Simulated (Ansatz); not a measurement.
A series of calculations on ZrHOCl$_{3}$F

**1. Relaxation**

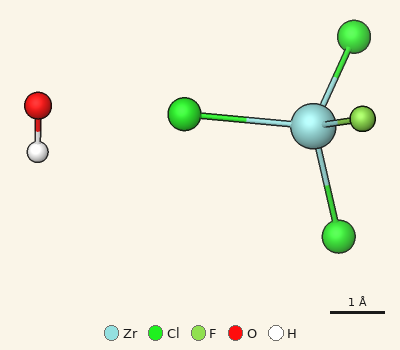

Starting structure of ZrHOCl₃F (multiplicity 2). A ball-and-stick model, seen face on.

The run prepares an end point of a later path (reaction) calculation, from a guessed geometry.

These are results of UKS PBE/def2-SVP (Ansatz), not measurements.

Input
```yaml
crystal:
  periodic: [false, false, false]
  atoms:
    - { symbol: Zr, position_ang: [-0.022197, 0.010515, -0.073048] }
    - { symbol: Cl, position_ang: [0.03271, 0.037008, 2.399266] }
    - { symbol: F, position_ang: [1.740913, 0.003699, -0.752275] }
    - { symbol: Cl, position_ang: [-1.113709, 1.902275, -0.895583] }
    - { symbol: Cl, position_ang: [-1.111577, -1.907324, -0.840375] }
    - { symbol: O, position_ang: [0.003183, -0.018813, 5.188411] }
    - { symbol: H, position_ang: [-0.550424, -0.828461, 5.063004] }
magnetization:
  spin_polarized: true
  initial_magnetization: 1
basis:
  gaussian: { orbitals: def2-SVP }
hamiltonian:
  xc: pbe
relax:
  f_tol: 0.03
  max_steps: 50
```

Run as
```bash
ansatz run input.yaml --threads 4 --pin off --max-ram 5120MiB --backend cpu --events-out ev --progress --plain --runs-dir out
```

Predict the outcome.

The energy falls by 9.50 kJ/mol in 5 geometry steps. Largest force component: 1.4 eV/Å at the start, 0.005 eV/Å at the end. The atom that moves furthest after the best rigid fit is Cl2 (0.10 Å). By element the largest moves are Cl 0.10 Å, O 0.09 Å, H 0.05 Å, F 0.04 Å, Zr 0.04 Å. Near-neighbour distances that change, for instance: Zr1–Cl2 2.473 → 2.345 Å, Zr1–Cl4 2.334 → 2.340 Å, Zr1–Cl5 2.335 → 2.341 Å.

Step by step:

```json
{"step": "0", "E − E(0), kJ/mol": "0.00", "largest force component, eV/Å": "1.4120"}
{"step": "1", "E − E(0), kJ/mol": "-3.93", "largest force component, eV/Å": "1.4148"}
{"step": "2", "E − E(0), kJ/mol": "-9.43", "largest force component, eV/Å": "0.0854"}
{"step": "3", "E − E(0), kJ/mol": "-9.46", "largest force component, eV/Å": "0.0584"}
{"step": "4", "E − E(0), kJ/mol": "-9.47", "largest force component, eV/Å": "0.0385"}
{"step": "5", "E − E(0), kJ/mol": "-9.50", "largest force component, eV/Å": "0.0050"}
```

Final geometry:

```xyz
7

Zr   -0.0141    0.0145   -0.0363
Cl    0.0652    0.0663    2.3071
F     1.7538    0.0023   -0.7139
Cl   -1.1303    1.9063   -0.8425
Cl   -1.1172   -1.9217   -0.7537
O     0.0071   -0.0408    5.1059
H    -0.5856   -0.8280    5.0228
```

After the run, drawn alike:

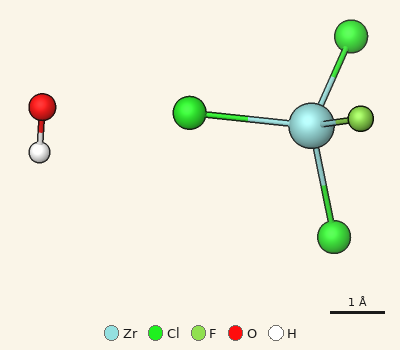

Limits of the set-up: the start holds two separate molecules, 2.8 Å apart at their closest, whose relative position is a soft coordinate and is computed without a dispersion correction.

**2. Relaxation**

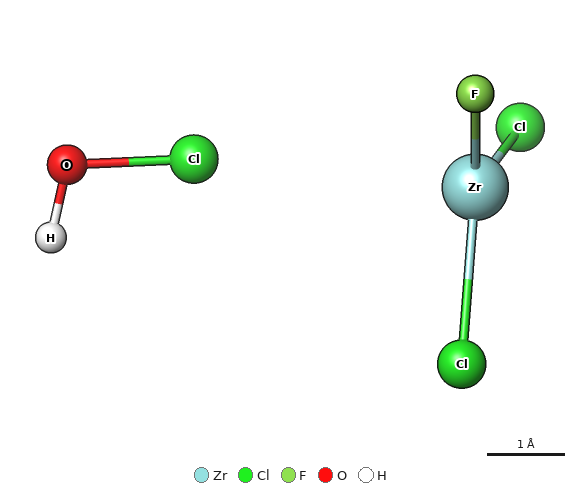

This is the input geometry for a relaxation of ZrHOCl$_{3}$F (multiplicity 2). A ball-and-stick model, seen from a free direction.

The run prepares an end point of a later path (reaction) calculation, from a guessed geometry.

Computed with Ansatz 0.2.0, UKS PBE/def2-SVP.

Input
```yaml
crystal:
  periodic: [false, false, false]
  atoms:
    - { symbol: Zr, position_ang: [-0.018047, 0.016805, -0.57404] }
    - { symbol: Cl, position_ang: [-0.042034, 0.181284, 3.133767] }
    - { symbol: F, position_ang: [1.879569, 0.022462, -0.63679] }
    - { symbol: Cl, position_ang: [-1.175673, 2.030412, -0.888183] }
    - { symbol: Cl, position_ang: [-1.16495, -2.029428, -0.598743] }
    - { symbol: O, position_ang: [0.103524, -0.180601, 4.74765] }
    - { symbol: H, position_ang: [-0.603489, -0.842035, 4.905739] }
magnetization:
  spin_polarized: true
  initial_magnetization: 1
basis:
  gaussian: { orbitals: def2-SVP }
hamiltonian:
  xc: pbe
relax:
  f_tol: 0.03
  max_steps: 50
output:
  orbitals: {}
```

Launched with:
```bash
ansatz run input.yaml --threads 4 --pin off --max-ram 5120MiB --backend cpu --events-out ev --progress --plain --runs-dir out
```

### What does the optimiser find from here?

O6 moves most after the best rigid fit: 2.10 Å. Largest moves by element: O 2.10 Å, Cl 1.49 Å, Zr 1.46 Å, H 1.44 Å, F 0.77 Å. Among the contacts that change: Zr1–O6 5.327 → 2.074 Å, Zr1–H7 5.577 → 2.819 Å, Zr1–Cl2 3.712 → 2.562 Å, Cl2–O6 1.660 → 2.482 Å. New bonds form, among them: Zr1–Cl2 (3.71 → 2.56 Å), Zr1–O6 (5.33 → 2.07 Å). Bonds break, among them: Cl2–O6 (1.66 → 2.48 Å). Among the angles between lasting bonds that change: Cl4–Zr1–Cl5 120.4° → 99.9°, F3–Zr1–Cl5 119.4° → 104.6°, F3–Zr1–Cl4 119.1° → 111.4°. Over 31 accepted moves (32 points after the start) the energy falls by 3.827 eV. Largest force component: 2.3 eV/Å at the start, 0.026 eV/Å at the end. The line search rejected the trial step at point 9 of the run.

Final geometry:

```xyz
7

Zr    0.0102   -0.0370    0.8879
Cl    0.5559    1.5130    2.8539
F     1.7255   -0.1701    0.0901
Cl   -1.3048    1.6058   -0.1737
Cl   -1.1376   -2.0031    0.1765
O    -0.0914   -0.8815    2.7793
H    -0.7789   -0.8284    3.4754
```

After the run, drawn alike:

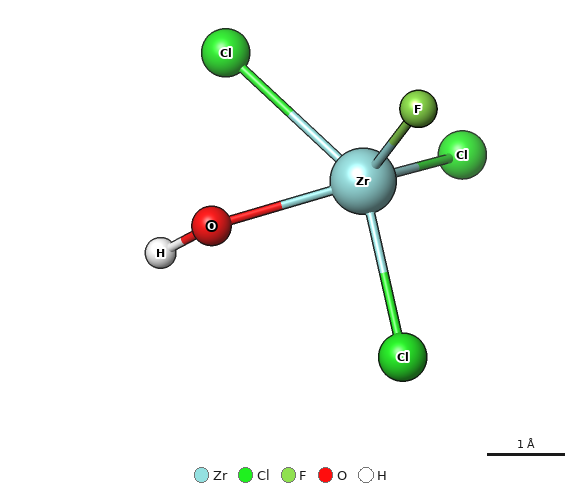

Limits of the set-up: the start holds two separate molecules, 3.7 Å apart at their closest, whose relative position is a soft coordinate and is computed without a dispersion correction.

**3. Path**

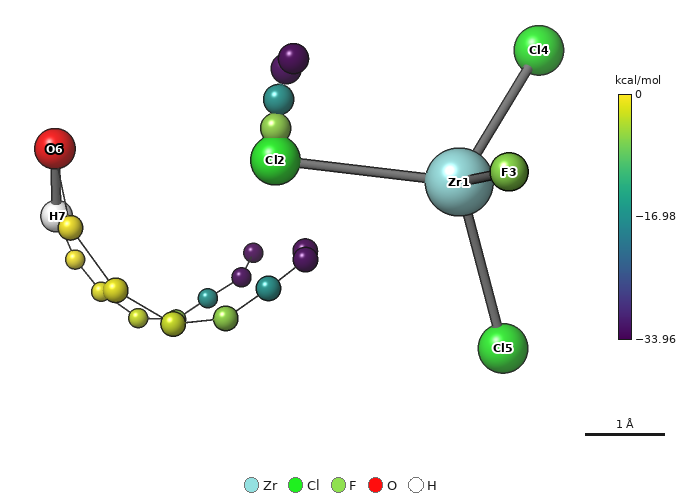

NEB run on ZrHOCl3F (multiplicity 2), made up at the start of ZrCl3F and HO. Images are numbered from 0 (start) to 8 (end). The start is drawn whole; smaller spheres mark the moving atoms (Cl, O, H) in the later images, joined by lines and coloured by the energy of the image relative to the start. The picture is a ball-and-stick view, seen face on.

Computed with Ansatz 0.2.0, UKS PBE/def2-SVP. Set-up: 7 movable images; climbing image; force threshold 0.05 eV/Å; iteration limit 60; starting path through a guess of the saddle point.

Question: What moves, how far, and at what cost in energy?

Answer: Forming: Zr1–O6 (5.14 → 2.07 Å). No barrier shows: the energy is highest at the start, and the end lies 34.0 kcal/mol below the start. The band converged in 19 iterations. The largest component of the band force went from 7.4 to 0.043 eV/Å.

Limits of the set-up: the start holds two separate molecules, 2.8 Å apart at their closest, whose relative position is a soft coordinate and is computed without a dispersion correction.
